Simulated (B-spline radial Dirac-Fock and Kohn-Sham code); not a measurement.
Scandium in charge state +3 (Sc³⁺) in the configuration [Ar]. The calculation used independent-particle Coulomb rates on relativistic LDA orbitals, configuration-average energies from Dirac–Fock (a B-spline radial atomic code).

Predict the main features of the following plot. Auger groups that fill an L3 (2p3/2) hole, broadened by 0.30 eV full width. Kinetic energies count from the vacuum level; very weak lines are left out.

The strongest group is L3-M3M3 at 283.9 eV (46 % of the non-radiative width), followed by L3-M2M3 at 283.7 eV (31 %), L3-M1M3 at 256.9 eV (21 %), L3-M1M1 at 225.4 eV (0.98 %). The lines shown span 225.4 eV to 283.9 eV.

The result:

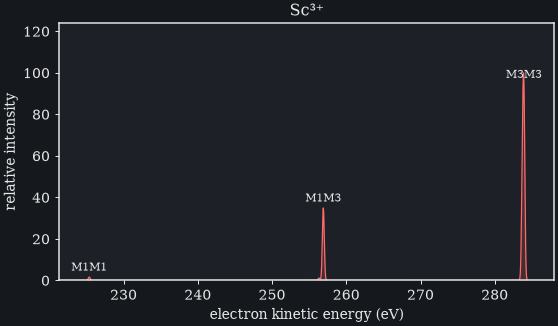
